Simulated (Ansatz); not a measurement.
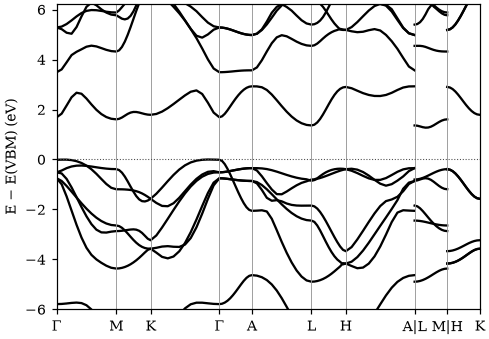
Figure. Band structure from PBE+D3(BJ) in the plane-wave PAW code Ansatz

The gap is 1.22 eV; an edge lies off the plotted path or next to a special point (maximum on the K–Γ line, 84 % of the way from K, minimum off the standard path).

The material is SnS2 (CdI2 type, P-3m1).

The cell was relaxed with PBE+D3(BJ) under the symmetry of its start; of distortions, only those at the zone centre were tested. Scalar-relativistic: spin–orbit coupling is off unless named, which matters more the heavier the elements.

Potentials: the later of the program's two PAW sets.
